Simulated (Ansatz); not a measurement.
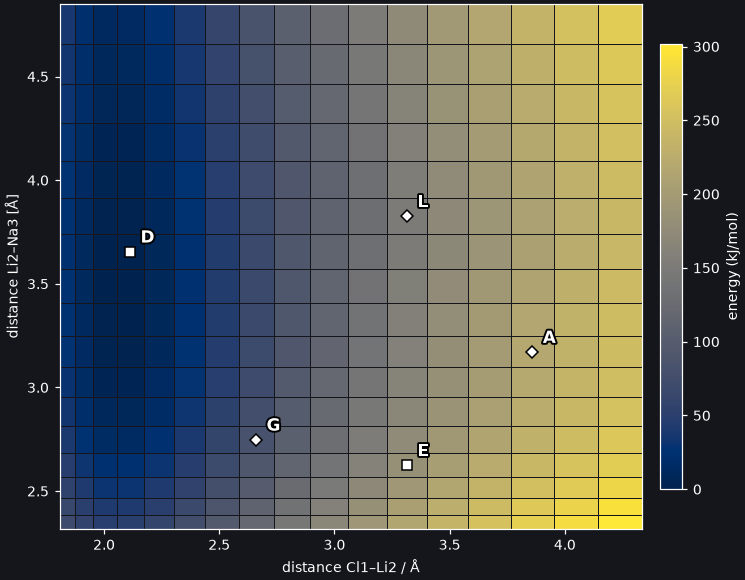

The system Cl + LiNa, spin multiplicity 2. First axis: distance Cl1–Li2. Second axis: distance Li2–Na3. Nothing is relaxed (the angle Cl1–Li2–Na3 is fixed at 140 degrees). The scan uses a 17 × 17 grid. Points are written as (first, second). Energies are in kJ/mol, from the lowest grid point. The D4 coefficients can switch as the alkali atoms part, which puts small steps into the map. All numbers below come from UKS PBE0-D4/def2-SVPD (Ansatz 0.2.0).

Drawn: one coloured cell a grid point, lettered points.

**Is L the lowest point of the computed grid?**

No. L lies 151 kJ/mol above the lowest grid point, which is at (2.112 Å, 3.655 Å).

**Rank the lettered points by energy, lowest first.**

D (0 kJ/mol), G (82 kJ/mol), L (151 kJ/mol), E (184 kJ/mol), A (218 kJ/mol).
